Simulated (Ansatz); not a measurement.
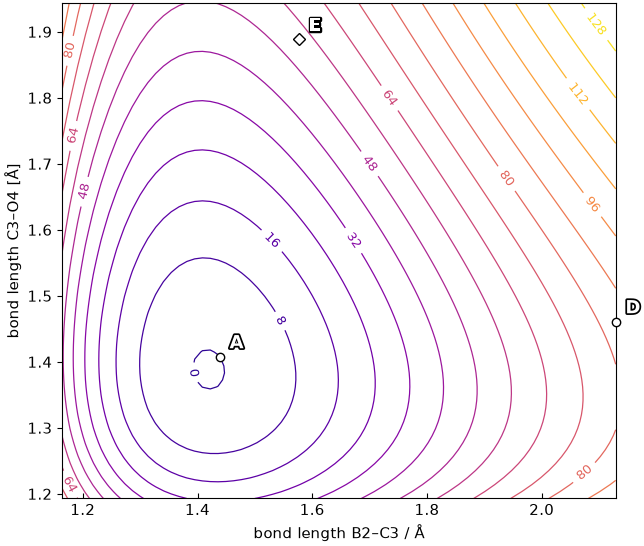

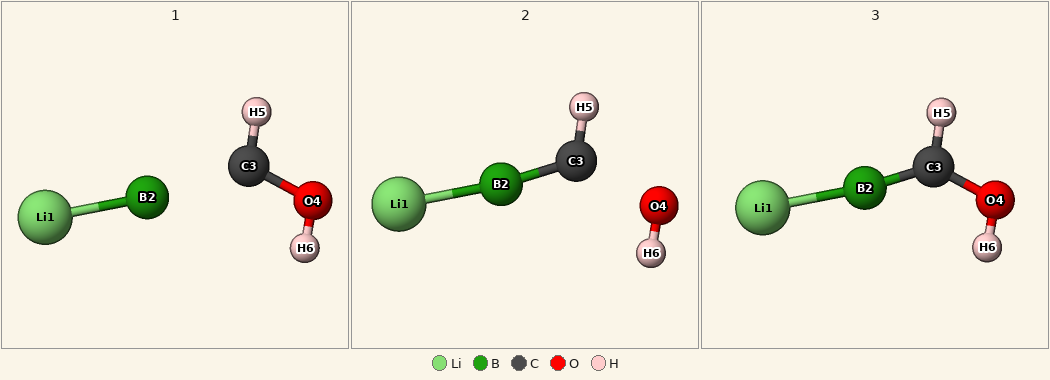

CH2BLiO, SMILES [Li][B]=CO. Coordinates scanned: (1) bond length B2–C3; (2) bond length C3–O4. Nothing is relaxed (all other coordinates rigid). The grid has 15 × 15 points. Energies are in kcal/mol, from the lowest grid point. The reference is spin-restricted, which grows unreliable where a bond is stretched far. The calculation used RKS B3LYP-D4/def2-TZVP (Ansatz).

In the figure: contour lines labelled in kcal/mol, lettered points. Between grid points the surface is interpolated. The numbered pictures are the structures at these points, in random order.

> Which structure belongs to which point?

A is structure 3: bond length B2–C3 = 1.439 Å, bond length C3–O4 = 1.408 Å, 0 kcal/mol; D is structure 1: bond length B2–C3 = 2.129 Å, bond length C3–O4 = 1.461 Å, 84 kcal/mol; E is structure 2: bond length B2–C3 = 1.577 Å, bond length C3–O4 = 1.889 Å, 53 kcal/mol.
